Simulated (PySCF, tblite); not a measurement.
# C2H6S: changes of charge, electronic excitations, EPR parameters, part 3 of 3

tblite 0.8.0 and PySCF 2.14.0. Atoms count from 0.

## Step 20: EPR parameters (C2H6S+ (doublet), CC[SH+]): UKS B3LYP, pcH-1 on C H S

What the job is given:

```
{"job": {"kind": "epr", "basis": "pcH-1"}, "charge": 1, "multiplicity": 2}
C     -0.740982     0.558797     0.022277
C      0.110723    -0.676294    -0.143172
S      1.837763    -0.567787     0.305970
H     -1.765180     0.313500    -0.295101
H     -0.387648     1.387609    -0.608147
H     -0.789516     0.888643     1.070453
H     -0.245641    -1.547466     0.453863
H      0.140904    -1.074204    -1.180543
H      1.856293     0.683609     0.854544
```

Level: UKS B3LYP, pcH-1 on C H S, non-relativistic, mean-field spin-orbit, GIAO.

What it wrote:

```text
UKS, coarse grid
  cycle   1  E = -477.65925831  |g| = 2.69e-01
  cycle   2  E = -477.63542664  |g| = 3.23e-01
  cycle   3  E = -477.69063163  |g| = 6.46e-02
  cycle   4  E = -477.69273152  |g| = 2.65e-02
  cycle   5  E = -477.69308977  |g| = 5.52e-03
  cycle   6  E = -477.69311273  |g| = 1.88e-03
  cycle   7  E = -477.69311550  |g| = 7.69e-04
UKS, final grid
  cycle   1  E = -477.69313799  |g| = 8.19e-04
  cycle   2  E = -477.69313762  |g| = 1.24e-03
  cycle   3  E = -477.69313842  |g| = 1.11e-04
  cycle   4  E = -477.69313842  |g| = 3.93e-05
  cycle   5  E = -477.69313842  |g| = 1.61e-05
E = -477.69313842 Eh   <S^2> = 0.7534 (exact 0.7500)
g shifts (ppm)      1          2          3
  rmc          -233       -233       -233
  gc             -5         41         47
  oz_so         129      13662      31730
  total        -109      13470      31544
hyperfine (MHz)  atom isotope    a_iso     a_fc   dipolar eigenvalues
    0   13C      -1.66      -1.66     -0.79     -0.42      1.22
    1   13C     -16.93     -16.93     -8.69     -7.02     15.71
    2   33S      33.13      33.13    -91.04    -86.47    177.51
    3    1H      -3.04      -3.04     -1.72     -1.46      3.18
    4    1H      10.36      10.36     -2.47     -1.79      4.27
    5    1H       8.49       8.49     -2.34     -2.01      4.36
    6    1H     174.72     174.72     -8.54     -2.61     11.15
    7    1H     131.39     131.39     -7.62     -2.82     10.44
    8    1H     -44.37     -44.37    -20.81     -1.03     21.84
```

It took 8 s on 1 thread of Intel Xeon 6975P-C, shared host; peak memory 0.53 GiB.

Warnings kept with the result: orbitally degenerate or nearly so: second-order g, spin-orbit hyperfine and D do not apply.

Principal g values 2.00221, 2.01579, 2.03386; g(iso) = 2.01729, against 2.00232 for a free electron. They are not to be trusted: the run shows a large g shift, which the driver flags as unsure.

Hyperfine couplings; where a row names several nuclei, a(iso) is their mean (it holds for fast rotation or exchange) and the dipolar term the largest among them:

| nuclei | isotope | a(iso) (MHz) | a(iso) (G, at g = 2.0023) | largest dipolar term (MHz) |
| --- | --- | --- | --- | --- |
| H6, H7 | 1H | 153.1 | 54.6 | 11.2 |
| H8 | 1H | -44.4 | -15.8 | 21.8 |
| S2 | 33S | 33.1 | 11.8 | 177.5 |
| C1 | 13C | -16.9 | -6.0 | 15.7 |
| H3, H4, H5 | 1H | 5.3 | 1.9 | 4.4 |
| C0 | 13C | -1.7 | -0.6 | 1.2 |

Mulliken spin populations:

| atom | value (e) |
| --- | --- |
| C0 | 0.00 |
| C1 | -0.02 |
| S2 | 0.92 |
| H3 | 0.00 |
| H4 | 0.01 |
| H5 | 0.01 |
| H6 | 0.06 |
| H7 | 0.05 |
| H8 | -0.03 |

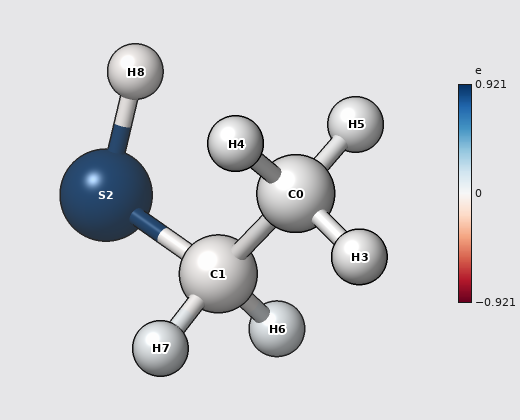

Mulliken spin populations, as colours on the atoms.

## Step 21: Spectra of the species

What the job is given:

```
{"job": {"kind": "rx", "dirs": [1], "geom": {"xc": "PBE0", "basis": "def2-SVP", "d3": "d3bj", "grid": 1}, "hess": 1, "level": {"xc": "wB97X", "basis": "ma-def2-TZVP", "d3": "d3bj", "solvents": ["dichloromethane"]}, "spectra": true}, "charge": 0, "multiplicity": 1}
C     -0.811022     0.518531     0.106755
C      0.123180    -0.656319    -0.105887
S      1.738079    -0.488246     0.718520
H     -1.787522     0.331432    -0.368864
H     -0.397305     1.440385    -0.331302
H     -0.975418     0.702397     1.178692
H     -0.299975    -1.576727     0.326197
H      0.282140    -0.857554    -1.176552
H      2.153724     0.594414     0.025375
```

What it wrote:

```text
uv CCS +0: TDDFT CAM-B3LYP/def2-SVPD, vertical, gas phase, core orbitals frozen in the response
epr CC[SH+] +1: UKS B3LYP, pcH-1 on C H S, non-relativistic, mean-field spin-orbit, GIAO
```

It took 12 s on 1 thread of Intel Xeon 6975P-C, shared host; peak memory 0.53 GiB.

This step only lists the spectra that were run on the species above.

## Step 22: Single point (C2H6S): wB97M-D3(BJ)/6-311++G(2d,2p)

Geometry: PBE0-D3(BJ)/def2-SVP.

What the job is given:

```
{"job": {"kind": "sp", "xc": "wB97M", "basis": "6-311++G(2d,2p)", "d3": "d3bj", "grid": 3}, "charge": 0, "multiplicity": 1}
C     -0.811022     0.518531     0.106755
C      0.123180    -0.656319    -0.105887
S      1.738079    -0.488246     0.718520
H     -1.787522     0.331432    -0.368864
H     -0.397305     1.440385    -0.331302
H     -0.975418     0.702397     1.178692
H     -0.299975    -1.576727     0.326197
H      0.282140    -0.857554    -1.176552
H      2.153724     0.594414     0.025375
```

What it wrote:

```text
coarse grid: 31512 points
cycle   1  E = -478.0988423230  dE =  1.189e-01  |g| = 2.407e-01  |ddm| = 1.960e+00
cycle   2  E = -478.1128659079  dE = -1.402e-02  |g| = 1.444e-01  |ddm| = 6.529e-01
cycle   3  E = -478.1177259196  dE = -4.860e-03  |g| = 3.287e-02  |ddm| = 2.233e-01
cycle   4  E = -478.1179900779  dE = -2.642e-04  |g| = 9.831e-03  |ddm| = 3.969e-02
cycle   5  E = -478.1180238733  dE = -3.380e-05  |g| = 3.567e-03  |ddm| = 2.083e-02
cycle   6  E = -478.1180284871  dE = -4.614e-06  |g| = 7.180e-04  |ddm| = 9.335e-03
final grid: 105968 points
cycle   7  E = -478.1180207035  dE = -2.978e-07  |g| = 3.891e-04  |ddm| = 3.841e-03
cycle   8  E = -478.1180207487  dE = -4.519e-08  |g| = 3.241e-04  |ddm| = 1.264e-03
cycle   9  E = -478.1180207760  dE = -2.739e-08  |g| = 5.115e-05  |ddm| = 3.158e-04
cycle  10  E = -478.1180207790  dE = -2.915e-09  |g| = 1.994e-05  |ddm| = 3.739e-04
converged SCF energy = -478.1180207790
```

Wall time 5.7 s (1 thread of Intel Xeon 6975P-C, shared host); peak memory 0.61 GiB.

## Step 23: Single point (C₂H₆S+ (doublet)): wB97M-D3(BJ)/6-311++G(2d,2p)

Geometry: PBE0-D3(BJ)/def2-SVP, that of another charge or spin state.

The job, as its differences from that of step 22:

```diff
@@ -1,2 +1,2 @@
-{"job": {"kind": "sp", "xc": "wB97M", "basis": "6-311++G(2d,2p)", "d3": "d3bj", "grid": 3}, "charge": 0, "multiplicity": 1}
+{"job": {"kind": "sp", "xc": "wB97M", "basis": "6-311++G(2d,2p)", "d3": "d3bj", "grid": 3}, "charge": 1, "multiplicity": 2}
 C     -0.811022     0.518531     0.106755
```

What it wrote:

```text
final grid: 105968 points
cycle   1  E = -477.7631962776  dE = -3.766e-02  |g| = 1.647e-01  |ddm| = 5.173e-01
cycle   2  E = -477.7707795135  dE = -7.583e-03  |g| = 1.033e-01  |ddm| = 2.703e-01
cycle   3  E = -477.7742702378  dE = -3.491e-03  |g| = 8.489e-03  |ddm| = 9.008e-02
cycle   4  E = -477.7743314457  dE = -6.121e-05  |g| = 4.466e-03  |ddm| = 9.526e-03
cycle   5  E = -477.7743558313  dE = -2.439e-05  |g| = 1.572e-03  |ddm| = 6.231e-03
cycle   6  E = -477.7743646708  dE = -8.839e-06  |g| = 6.668e-04  |ddm| = 4.443e-03
cycle   7  E = -477.7743660980  dE = -1.427e-06  |g| = 3.211e-04  |ddm| = 1.733e-03
cycle   8  E = -477.7743663912  dE = -2.931e-07  |g| = 9.247e-05  |ddm| = 9.381e-04
cycle   9  E = -477.7743664190  dE = -2.783e-08  |g| = 3.961e-05  |ddm| = 2.626e-04
cycle  10  E = -477.7743664244  dE = -5.419e-09  |g| = 1.974e-05  |ddm| = 1.016e-04
converged SCF energy = -477.7743664244
```

It took 13 s on 1 thread of Intel Xeon 6975P-C, shared host; peak memory 0.62 GiB.

## Step 24: Single point (C2H6S): wB97M-D3(BJ)/6-311++G(2d,2p)

Geometry: PBE0-D3(BJ)/def2-SVP, that of another charge or spin state.

What the job is given:

```
{"job": {"kind": "sp", "xc": "wB97M", "basis": "6-311++G(2d,2p)", "d3": "d3bj", "grid": 3}, "charge": 0, "multiplicity": 1}
C     -0.740982     0.558797     0.022277
C      0.110723    -0.676294    -0.143172
S      1.837763    -0.567787     0.305970
H     -1.765180     0.313500    -0.295101
H     -0.387648     1.387609    -0.608147
H     -0.789516     0.888643     1.070453
H     -0.245641    -1.547466     0.453863
H      0.140904    -1.074204    -1.180543
H      1.856293     0.683609     0.854544
```

What it wrote:

```text
coarse grid: 31512 points
cycle   1  E = -478.0922235211  dE =  1.530e-01  |g| = 2.376e-01  |ddm| = 2.007e+00
cycle   2  E = -478.1068255641  dE = -1.460e-02  |g| = 1.375e-01  |ddm| = 5.974e-01
cycle   3  E = -478.1111884233  dE = -4.363e-03  |g| = 3.358e-02  |ddm| = 1.686e-01
cycle   4  E = -478.1114573452  dE = -2.689e-04  |g| = 9.977e-03  |ddm| = 4.085e-02
cycle   5  E = -478.1114924805  dE = -3.514e-05  |g| = 3.556e-03  |ddm| = 2.121e-02
cycle   6  E = -478.1114969617  dE = -4.481e-06  |g| = 6.604e-04  |ddm| = 7.729e-03
final grid: 105968 points
cycle   7  E = -478.1114885896  dE = -2.826e-07  |g| = 3.369e-04  |ddm| = 3.675e-03
cycle   8  E = -478.1114886306  dE = -4.099e-08  |g| = 2.689e-04  |ddm| = 1.127e-03
cycle   9  E = -478.1114886498  dE = -1.926e-08  |g| = 5.029e-05  |ddm| = 3.200e-04
cycle  10  E = -478.1114886525  dE = -2.641e-09  |g| = 1.758e-05  |ddm| = 3.699e-04
converged SCF energy = -478.1114886525
```

It took 5.7 s on 1 thread of Intel Xeon 6975P-C, shared host; peak memory 0.61 GiB.

## Step 25: Single point (C₂H₆S+ (doublet), CC[SH+]): wB97M-D3(BJ)/6-311++G(2d,2p)

Geometry: PBE0-D3(BJ)/def2-SVP.

The job, as its differences from that of step 24:

```diff
@@ -1,2 +1,2 @@
-{"job": {"kind": "sp", "xc": "wB97M", "basis": "6-311++G(2d,2p)", "d3": "d3bj", "grid": 3}, "charge": 0, "multiplicity": 1}
+{"job": {"kind": "sp", "xc": "wB97M", "basis": "6-311++G(2d,2p)", "d3": "d3bj", "grid": 3}, "charge": 1, "multiplicity": 2}
 C     -0.740982     0.558797     0.022277
```

What it wrote:

```text
final grid: 105968 points
cycle   1  E = -477.7645062248  dE = -3.544e-02  |g| = 1.619e-01  |ddm| = 5.148e-01
cycle   2  E = -477.7718200509  dE = -7.314e-03  |g| = 1.025e-01  |ddm| = 2.769e-01
cycle   3  E = -477.7752725315  dE = -3.452e-03  |g| = 7.741e-03  |ddm| = 8.682e-02
cycle   4  E = -477.7753281531  dE = -5.562e-05  |g| = 4.135e-03  |ddm| = 9.960e-03
cycle   5  E = -477.7753517303  dE = -2.358e-05  |g| = 1.609e-03  |ddm| = 6.379e-03
cycle   6  E = -477.7753616514  dE = -9.921e-06  |g| = 7.375e-04  |ddm| = 4.905e-03
cycle   7  E = -477.7753632519  dE = -1.600e-06  |g| = 3.381e-04  |ddm| = 1.967e-03
cycle   8  E = -477.7753635619  dE = -3.101e-07  |g| = 7.057e-05  |ddm| = 1.108e-03
cycle   9  E = -477.7753635751  dE = -1.313e-08  |g| = 2.298e-05  |ddm| = 2.682e-04
cycle  10  E = -477.7753635761  dE = -1.046e-09  |g| = 1.066e-05  |ddm| = 5.097e-05
converged SCF energy = -477.7753635761
```

Wall time 15 s (1 thread of Intel Xeon 6975P-C, shared host); peak memory 0.62 GiB.

## Step 26: Single point (C₂H₆S): wB97M-D3(BJ)/6-311++G(2d,2p) in dimethylsulfoxide

Geometry: PBE0-D3(BJ)/def2-SVP.

What the job is given:

```
{"job": {"kind": "sp", "xc": "wB97M", "basis": "6-311++G(2d,2p)", "d3": "d3bj", "grid": 3, "solvent": "dimethylsulfoxide"}, "charge": 0, "multiplicity": 1}
C     -0.811022     0.518531     0.106755
C      0.123180    -0.656319    -0.105887
S      1.738079    -0.488246     0.718520
H     -1.787522     0.331432    -0.368864
H     -0.397305     1.440385    -0.331302
H     -0.975418     0.702397     1.178692
H     -0.299975    -1.576727     0.326197
H      0.282140    -0.857554    -1.176552
H      2.153724     0.594414     0.025375
```

What it wrote:

```text
final grid: 105968 points
cycle   1  E = -478.1227564316  dE = -5.898e-04  |g| = 1.178e-02  |ddm| = 1.790e-01
cycle   2  E = -478.1228258966  dE = -6.946e-05  |g| = 6.707e-03  |ddm| = 6.224e-02
cycle   3  E = -478.1228394223  dE = -1.353e-05  |g| = 2.287e-03  |ddm| = 1.592e-02
cycle   4  E = -478.1228432545  dE = -3.832e-06  |g| = 7.147e-04  |ddm| = 1.447e-02
cycle   5  E = -478.1228435300  dE = -2.754e-07  |g| = 2.169e-04  |ddm| = 2.814e-03
cycle   6  E = -478.1228435475  dE = -1.756e-08  |g| = 3.596e-05  |ddm| = 4.361e-04
cycle   7  E = -478.1228435487  dE = -1.230e-09  |g| = 7.636e-06  |ddm| = 3.845e-04
converged SCF energy = -478.1228435487
```

Wall time 6.7 s (1 thread of Intel Xeon 6975P-C, shared host); peak memory 0.63 GiB.

## Step 27: Single point (C2H6S+ (doublet), CC[SH+]): wB97M-D3(BJ)/6-311++G(2d,2p) in dimethylsulfoxide

Geometry: PBE0-D3(BJ)/def2-SVP.

What the job is given:

```
{"job": {"kind": "sp", "xc": "wB97M", "basis": "6-311++G(2d,2p)", "d3": "d3bj", "grid": 3, "solvent": "dimethylsulfoxide"}, "charge": 1, "multiplicity": 2}
C     -0.740982     0.558797     0.022277
C      0.110723    -0.676294    -0.143172
S      1.837763    -0.567787     0.305970
H     -1.765180     0.313500    -0.295101
H     -0.387648     1.387609    -0.608147
H     -0.789516     0.888643     1.070453
H     -0.245641    -1.547466     0.453863
H      0.140904    -1.074204    -1.180543
H      1.856293     0.683609     0.854544
```

What it wrote:

```text
final grid: 105968 points
cycle   1  E = -477.8766009670  dE = -1.120e-03  |g| = 1.048e-02  |ddm| = 1.148e-01
cycle   2  E = -477.8766987141  dE = -9.775e-05  |g| = 5.105e-03  |ddm| = 3.943e-02
cycle   3  E = -477.8767157534  dE = -1.704e-05  |g| = 1.906e-03  |ddm| = 7.979e-03
cycle   4  E = -477.8767204788  dE = -4.725e-06  |g| = 7.906e-04  |ddm| = 6.114e-03
cycle   5  E = -477.8767212266  dE = -7.478e-07  |g| = 2.291e-04  |ddm| = 1.648e-03
cycle   6  E = -477.8767214226  dE = -1.961e-07  |g| = 1.255e-04  |ddm| = 6.427e-04
cycle   7  E = -477.8767214876  dE = -6.495e-08  |g| = 3.432e-05  |ddm| = 4.738e-04
cycle   8  E = -477.8767214927  dE = -5.183e-09  |g| = 1.177e-05  |ddm| = 1.555e-04
converged SCF energy = -477.8767214927
```

It took 12 s on 1 thread of Intel Xeon 6975P-C, shared host; peak memory 0.65 GiB.

## Step 28: Changes of charge: wB97M-D3(BJ)/6-311++G(2d,2p)

This step combines the energies above: geometries from PBE0-D3(BJ)/def2-SVP, zero-point and thermal terms from PBE0-D3(BJ)/def2-SVP.

What the job is given:

```
{"job": {"kind": "rx", "dirs": [1], "geom": {"xc": "PBE0", "basis": "def2-SVP", "d3": "d3bj", "grid": 1}, "hess": 1, "level": {"xc": "wB97M", "basis": "6-311++G(2d,2p)", "d3": "d3bj", "grid": 3, "solvents": ["dimethylsulfoxide"]}}, "charge": 0, "multiplicity": 1}
C     -0.811022     0.518531     0.106755
C      0.123180    -0.656319    -0.105887
S      1.738079    -0.488246     0.718520
H     -1.787522     0.331432    -0.368864
H     -0.397305     1.440385    -0.331302
H     -0.975418     0.702397     1.178692
H     -0.299975    -1.576727     0.326197
H      0.282140    -0.857554    -1.176552
H      2.153724     0.594414     0.025375
```

Output (the driver's rows laid out field by field):

```text
ionisation and electron attachment, wB97M-D3(BJ)/6-311++G(2d,2p) // PBE0-D3(BJ)/def2-SVP

row 1
  change                  oxidation
  charge                  1
  multiplicity            2
  vertical_ev             9.3513
  vertical_s2             0.753
  formula                 C2H6S
  smiles                  CC[SH+]
  kept                    yes
  pieces                  1
  point_group             C1
  faults                  imaginary_mode
  adiabatic_electronic_ev 9.3242
  adiabatic_ev            9.2717
  free_energy_ev          9.2444
  s2                      0.753
  bonds_moved             1 2 1.821 1.788; 2 8 1.351 1.366; 1 6 1.101 1.115; 1 7 1.101 1.111
  spin_on                 2 S 0.933
  charge_moved            2 S 0.687; 8 H 0.088
  vertical_back_ev        9.1464
  relaxation_parent_ev    0.1777
  relaxation_ion_ev       0.0271
  reorganisation_ev       0.2048
  solution                solvent dimethylsulfoxide, absolute_potential_v 6.6175, solvation_parent_kj -12.66, solvation_ion_kj -266.12
```

It took 59 s on 1 thread of Intel Xeon 6975P-C, shared host; peak memory 0.65 GiB.

Energy taken up on oxidation, or given off on reduction (eV; adiabatic with zero-point energy):

| change | product | vertical | adiabatic | free energy | reorganisation | ⟨S²⟩ |
| --- | --- | --- | --- | --- | --- | --- |
| oxidation (multiplicity 2) | CC[SH+] | 9.35 | 9.27 | 9.24 | 0.20 | 0.75 |

On oxidation to multiplicity 2 charge changes most on S2 (+0.69 e), H8 (+0.09 e); the spin sits on S2 (0.93); the bond C1–S2 goes from 1.821 to 1.788 Å; the absolute potential is 6.62 V in dimethylsulfoxide.

The driver flags rows whose values are rough: an imaginary mode (oxidation).

## Step 29: Outcome

What follows sums up all 3 parts.

| quantity | value |
| --- | --- |
| strongest single infrared mode (GFN2-xTB) | 2434 cm⁻¹, 137 km/mol |
| zero-point energy (GFN2-xTB) | 45.8 kcal/mol |
| point group | C1 |
| rotational constants (main isotopes) | 28.98, 5.27, 4.84 GHz |
| ionisation energy (wB97X-D3(BJ)/ma-def2-TZVP) | vertical 9.36 eV, adiabatic 9.27 eV |
| lowest singlet (CAM-B3LYP/def2-SVPD) | 5.47 eV (227 nm), f = 0.008 |
| brightest single state of those computed | state 4, 7.40 eV, f = 0.035 |
| ionisation energy (wB97M-D3(BJ)/6-311++G(2d,2p)) | vertical 9.35 eV, adiabatic 9.27 eV |

**Reading.** No mode is imaginary among the 21: a minimum at this level. The strongest single mode, at 2434 cm⁻¹, moves mainly H8. GFN2-xTB is a fitted tight-binding method: band positions and strengths are rough. Its intensities can rank the bands wrongly. The optimisation took 3 steps and gained 0.028 eV; among the close pairs (by a distance rule), S2–H8 changed most, from 1.332 to 1.351 Å (PBE0/def2-SVP). At wB97X-D3(BJ)/ma-def2-TZVP, relaxation with the zero-point term after oxidation moves the energy taken up from 9.36 eV (vertical) to 9.27 eV (adiabatic, with zero-point energy). The driver flags rows whose values are rough: an imaginary mode (oxidation). The first singlet state (HOMO→LUMO 0.76) lies at 5.47 eV and is weak; of the 6 states computed, the strongest absorption comes from state 4 at 7.40 eV.
